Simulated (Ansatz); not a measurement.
```yaml
crystal:
  lattice:
    - [6.06864, 0.00000, 0.00000]
    - [0.00000, -6.06864, 0.00000]
    - [0.00000, 0.00000, -3.81263]
  atoms:
    - { symbol: Cu, position: [0.40283, 0.81127, 0.00000] }
    - { symbol: Cu, position: [0.90283, 0.31127, 0.50000] }
    - { symbol: Cu, position: [0.68873, 0.90283, 0.50000] }
    - { symbol: Cu, position: [0.18873, 0.40283, 0.00000] }
    - { symbol: Cu, position: [0.31127, 0.09717, 0.50000] }
    - { symbol: Cu, position: [0.81127, 0.59717, 0.00000] }
    - { symbol: Cu, position: [0.09717, 0.68873, 0.50000] }
    - { symbol: Cu, position: [0.59717, 0.18873, 0.00000] }
    - { symbol: Sn, position: [0.50000, 0.50000, 0.50000] }
    - { symbol: Sn, position: [0.00000, 0.00000, 0.00000] }
```

Space group I4/m; a structure generated by program, which may or may not match a known phase; computed pressure about −7 GPa in this cell; computed without spin polarisation.

Theory: DFT PBEsol, scalar-relativistic, plane waves, PAW (Ansatz 0.2.0).

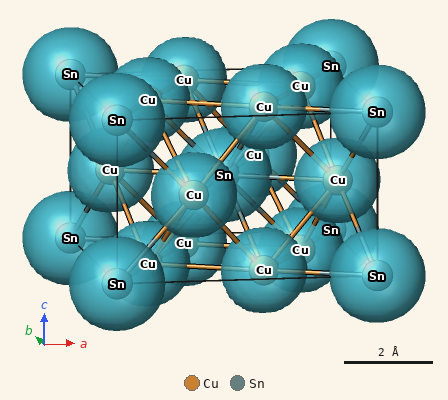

Cu₄Sn. Isosurface of the valence charge density (pseudo) at 0.4 e/Å³ (cyan), seen slightly off an axis. Sticks mark near contacts.

In a PAW calculation such maps are meaningful between the atoms, not at the nuclei.

Q: What does this surface tell about the bonding?

A: At this value the density breaks into separate islands; it holds about 85 % of the electrons treated as valence (semicore included). It bridges none of the near contacts. It is pinched off along the shortest Cu–Cu (2.58 Å), Cu–Sn (2.70 Å), Cu–Cu (2.64 Å) and Cu–Sn (2.75 Å) contacts. On the grid the lowest density along these lines, outside the cores, is 0.26 e/Å³ (Cu–Cu, 2.58 Å), 0.28 e/Å³ (Cu–Sn, 2.70 Å), 0.24 e/Å³ (Cu–Cu, 2.64 Å) and 0.26 e/Å³ (Cu–Sn, 2.75 Å).

Q: Which way does charge flow, and how much by Bader's partition?

A: Electrons move from Sn towards Cu. Bader charges: Cu −0.07 and Sn +0.27 e.
